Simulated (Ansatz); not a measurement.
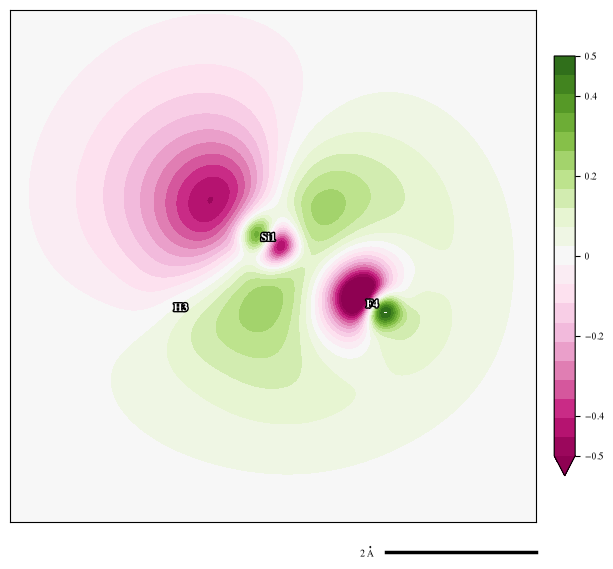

Figure. FH$_{3}$Si. One frontier orbital on the plane of atoms H3, Si1 and F4 (values in Å⁻³ᐟ²; the overall sign is arbitrary).

All numbers below come from Ansatz 0.2.0, RKS PBE-D4/def2-SVP.

Input file:

```
crystal:
  periodic: [false, false, false]
  atoms:
    - { symbol: Si, position_ang: [0.167994, -0.01836, 0.118992] }
    - { symbol: H, position_ang: [0.507071, 0.010445, 1.534168] }
    - { symbol: H, position_ang: [1.615257, 0.010496, -0.033053] }
    - { symbol: F, position_ang: [-0.591688, 1.327355, -0.418438] }
    - { symbol: H, position_ang: [-0.553133, -1.223936, -0.39107] }
basis:
  gaussian: { orbitals: def2-SVP }
hamiltonian:
  xc: pbe
  dispersion: d4
relax:
  f_tol: 0.03
  max_steps: 50
output:
  orbitals: {}
```

Command:

```sh
ansatz run input.yaml --threads 1 --pin off --max-ram 2048MiB --backend cpu --events-out ev --progress --plain --runs-dir out
```

The fields are those of the run's last geometry, not of the input's.

Which orbital is it: HOMO or LUMO?

The LUMO, at −0.60 eV. It lies mainly on Si1 (about 65 %), F4 (about 15 %), H2 (about 5 %), H3 (about 5 %) and H5 (about 5 %).
